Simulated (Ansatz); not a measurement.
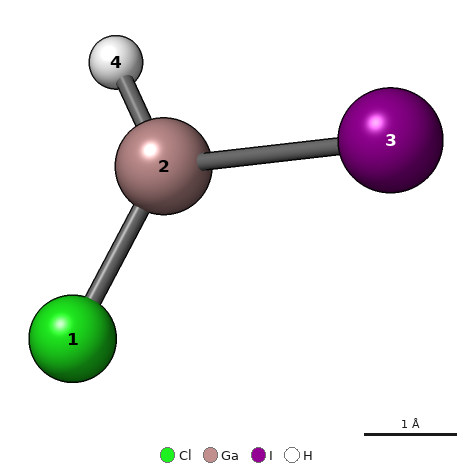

Figure made from data computed with Ansatz.

Geometry: moved along internal coordinates away from the minimum.

Which atoms are bonded, and how long are the bonds?

```json
{"bond": "Cl1–Ga2", "length (Å)": "2.134"}
{"bond": "Ga2–I3", "length (Å)": "3.094"}
{"bond": "Ga2–H4", "length (Å)": "1.550"}
```
